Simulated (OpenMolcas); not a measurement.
**singlet [SnH3O2]−: levels of theory compared**

We compute a comparison of 5 runs (B3LYP/def2-SVPD, BLYP/def2-SVPD, M06-2X/def2-SVPD, SVWN5/def2-SVPD, CCSD(T)/def2-SVPD) of singlet [SnH3O2]−. 

Program for the calculation: OpenMolcas 26.06.

**1. The structure to begin with**

[SnH3O2]−: 6 atoms, total charge -1, spin state singlet. As SMILES of the parent species, `[OH][SnH][OH]`. The shape is that of a PBE0-D4/def2-TZVP optimisation. This is one conformer, not always the lowest. That shape belongs to the parent species and isn't relaxed for this state.

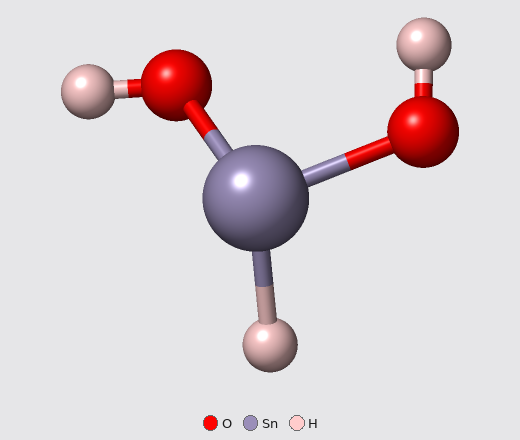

Viewed from a chosen angle; oxygen red, tin purple, hydrogen pink.

**2. The energy at B3LYP/def2-SVPD (core potential) (run 1)**

The input, test.input:

```
&gateway
  baslib
  $CurrDir
  coord
  6
  angstrom
  O       -1.248300      -0.684700      -0.233400
  Sn       0.417000       0.302500      -0.639600
  O        1.413900      -0.038300       1.016700
  H       -1.852000      -0.783400      -0.973600
  H        0.128600       2.026100      -0.624300
  H        1.182700      -0.886000       1.408100
  basis
  def2-SVPD
  group
  NoSym

&seward
  gridinput
  Grid=UltraFine
  End of Grid

&scf
  charge
  -1
  ksdft
  B3LYP
  thresholds
  1e-10 1e-07 1e-07 1e-05
  prorbitals
  1 2
```

The basis set def2-SVPD is read from a file made from the Basis Set Exchange's data (not shown).

The run is started by

```
$ export MOLCAS_MEM=1860
$ pymolcas test.input > test.log
```

Log:

```text
--- Start Module: gateway ---
[...]
--- Stop Module: gateway /rc=_RC_ALL_IS_WELL_ ---
--- Start Module: seward ---
[...]
      Basis functions          102
--- Stop Module: seward /rc=_RC_ALL_IS_WELL_ ---
[...]
--- Start Module: scf ---
[...]
       Convergence after  19 Iterations
[...]
::    Total KS-DFT energy                            -366.5753304985
[...]
      Total spin, S                                     0.0000000000
[...]
      Total electronic charge=   42.000000
      Total            charge=   -1.000000
[...]
      Dipole Moment (debye):
      Origin of the operator (angstrom)=    0.3363    0.1618   -0.4154
                   X= -8.1392E-01               Y= -5.4814E-01               Z= -8.1228E-01           Total=  1.2739E+00
      Center of Charge (angstrom)
[...]
--- Stop Module: scf /rc=_RC_ALL_IS_WELL_ ---
[...]
```

Wall time 34 s (1 thread of Intel Xeon Platinum 8375C at 2.90GHz (Ice Lake), shared host); peak memory 0.58 GiB.

**3. A single-point energy at BLYP/def2-SVPD (core potential) (run 2)**

The input, job.input:

```
* H3O2Sn Kohn-Sham DFT

&GATEWAY
  BASLIB = $CurrDir
  COORD
  6
  angstrom
  O       -1.248300      -0.684700      -0.233400
  Sn       0.417000       0.302500      -0.639600
  O        1.413900      -0.038300       1.016700
  H       -1.852000      -0.783400      -0.973600
  H        0.128600       2.026100      -0.624300
  H        1.182700      -0.886000       1.408100
  BASIS = def2-SVPD
  GROUP = NoSym

&SEWARD
  GRIDINPUT
  Grid=UltraFine
  End of Grid

&SCF
  CHARGE = -1
  KSDFT = BLYP
  THRESHOLDS = 1e-10 1e-07 1e-07 1e-05
  PRORBITALS = 0
```

The basis set def2-SVPD is read from a file made from the Basis Set Exchange's data (not shown).

The run is started by

```
$ export MOLCAS_MEM=1860
$ pymolcas job.input > job.log
```

Log:

```text
--- Start Module: gateway ---
[...]
--- Stop Module: gateway /rc=_RC_ALL_IS_WELL_ ---
--- Start Module: seward ---
[...]
      Basis functions          102
--- Stop Module: seward /rc=_RC_ALL_IS_WELL_ ---
[...]
--- Start Module: scf ---
[...]
       Convergence after  20 Iterations
[...]
::    Total KS-DFT energy                            -366.4197610595
[...]
      Total spin, S                                     0.0000000000
[...]
      Total electronic charge=   42.000000
      Total            charge=   -1.000000
[...]
      Dipole Moment (debye):
      Origin of the operator (angstrom)=    0.3363    0.1618   -0.4154
                   X= -6.8356E-01               Y= -5.4665E-01               Z= -8.8355E-01           Total=  1.2437E+00
      Center of Charge (angstrom)
[...]
--- Stop Module: scf /rc=_RC_ALL_IS_WELL_ ---
[...]
```

Run time: 35 s. Hardware: 1 thread of Intel Xeon Platinum 8375C at 2.90GHz (Ice Lake), shared host; peak memory 0.58 GiB.

**4. A single-point energy at M06-2X/def2-SVPD (core potential) (run 3)**

The input, test.inp:

```
* H3O2Sn Kohn-Sham DFT
>>> EXPORT MOLCAS_PRINT=2

&GATEWAY
 BasLib
 $CurrDir
 Coord
 6
 angstrom
 O       -1.248300      -0.684700      -0.233400
 Sn       0.417000       0.302500      -0.639600
 O        1.413900      -0.038300       1.016700
 H       -1.852000      -0.783400      -0.973600
 H        0.128600       2.026100      -0.624300
 H        1.182700      -0.886000       1.408100
 Basis
 def2-SVPD
 Group
 NoSym

&SEWARD
 GridInput
 Grid=UltraFine
 End of Grid

&SCF
 Charge
 -1
 KSDFT
 M062X
 Thresholds
 1e-10 1e-07 1e-07 1e-05
 PrOrbitals
 1 2
```

The basis set def2-SVPD is read from a file made from the Basis Set Exchange's data (not shown).

The run is started by

```
$ export MOLCAS_MEM=1860
$ pymolcas test.inp > test.log
```

Log:

```text
--- Start Module: gateway ---
[...]
--- Stop Module: gateway /rc=_RC_ALL_IS_WELL_ ---
--- Start Module: seward ---
[...]
      Basis functions          102
--- Stop Module: seward /rc=_RC_ALL_IS_WELL_ ---
[...]
--- Start Module: scf ---
[...]
       Convergence after  18 Iterations
[...]
::    Total KS-DFT energy                            -366.3642292124
[...]
      Total spin, S                                     0.0000000000
[...]
      Total electronic charge=   42.000000
      Total            charge=   -1.000000
[...]
      Dipole Moment (debye):
      Origin of the operator (angstrom)=    0.3363    0.1618   -0.4154
                   X= -1.0319E+00               Y= -5.6149E-01               Z= -4.6039E-01           Total=  1.2618E+00
      Center of Charge (angstrom)
[...]
--- Stop Module: scf /rc=_RC_ALL_IS_WELL_ ---
[...]
```

It took 42 s on 1 thread of Intel Xeon Platinum 8375C at 2.90GHz (Ice Lake), shared host; peak memory 0.58 GiB.

Run 4 isn't shown in full; the table further down has it.

**5. A single-point energy at CCSD(T)/def2-SVPD (Cholesky decomposition, core potential) (run 5)**

The input, test.inp:

```
>>> EXPORT MOLCAS_PRINT=2
&GATEWAY
BASLIB = $CurrDir
COORD
6
angstrom
O       -1.248300      -0.684700      -0.233400
Sn       0.417000       0.302500      -0.639600
O        1.413900      -0.038300       1.016700
H       -1.852000      -0.783400      -0.973600
H        0.128600       2.026100      -0.624300
H        1.182700      -0.886000       1.408100
BASIS = def2-SVPD
GROUP = NoSym
&SEWARD
HIGH
&SCF
CHARGE = -1
THRESHOLDS = 1e-10 1e-07 1e-07 1e-05
PRORBITALS = 1 1
&CHCC
FROZEN = 6
THRESHOLD = 1e-08
MAXITERATIONS = 80
&CHT3
FROZEN = 6
```

The basis set def2-SVPD is read from a file made from the Basis Set Exchange's data (not shown).

The run is started by

```
$ export MOLCAS_MEM=1860
$ pymolcas test.inp > test.log
```

Log:

```text
--- Start Module: gateway ---
[...]
--- Stop Module: gateway /rc=_RC_ALL_IS_WELL_ ---
[...]
      Basis functions          102
[...]
       Convergence after  17 Iterations
[...]
::    Total SCF energy                               -364.7341679685
[...]
      Total spin, S                                     0.0000000000
[...]
      Total electronic charge=   42.000000
      Total            charge=   -1.000000
[...]
      Dipole Moment (debye):
      Origin of the operator (angstrom)=    0.3363    0.1618   -0.4154
                   X= -1.2727E+00               Y= -4.4533E-01               Z= -2.6471E-01           Total=  1.3741E+00
      Center of Charge (angstrom)
[...]
--- Start Module: chcc ---
[...]
--- Stop Module: chcc /rc=_RC_ALL_IS_WELL_ ---
[...]
--- Start Module: cht3 ---
[...]
--- Stop Module: cht3 /rc=_RC_ALL_IS_WELL_ ---
[...]
```

Wall time 7.9 min (1 thread of Intel Xeon Platinum 8375C at 2.90GHz (Ice Lake), shared host); peak memory 0.22 GiB.

**6. Overview of the runs**

```csv
run,level,integral approximation,integration grid,energy (Eh),HOMO energy (eV),LUMO energy (eV),HOMO–LUMO gap (eV),wall time
1,B3LYP/def2-SVPD (core potential),none,UltraFine,-366.575330,0.43,3.92,3.49,34 s
2,BLYP/def2-SVPD (core potential),none,UltraFine,-366.419761,1.24,3.56,2.32,35 s
3,M06-2X/def2-SVPD (core potential),none,UltraFine,-366.364229,-0.51,4.59,5.10,42 s
4,SVWN5/def2-SVPD (core potential),none,UltraFine,-365.084208,1.05,3.43,2.38,25 s
5,"CCSD(T)/def2-SVPD (Cholesky decomposition, core potential)",CD high,–,-365.309012,-1.58,5.79,7.37,7.9 min
```

**7. What came out**

| quantity | value |
| --- | --- |
| run 5: total energy | -365.30901 Eh |
| run 5: HOMO energy (Hartree–Fock orbitals) | -1.58 eV |
| run 5: LUMO energy (Hartree–Fock orbitals) | 5.79 eV |
| run 5: HOMO–LUMO gap (to an unbound level, set by the basis) | 7.37 eV |
| run 5: correlation energy (6 core orbitals frozen) | -574.8 mEh |
| run 5: (T) correction | -17.36 mEh |

In words: Over runs 1, 2, 3, 4 the HOMO–LUMO gap runs from 2.32 eV (BLYP/def2-SVPD) to 5.10 eV (M06-2X/def2-SVPD). The empty levels of an anion lie above zero and hang on the basis. Totals of different functionals can't be ranked against each other. In runs 1, 2, 4 the HOMO lies above zero, so the outermost electron may be held by the basis alone. All runs together took 10 min, the longest 7.9 min.
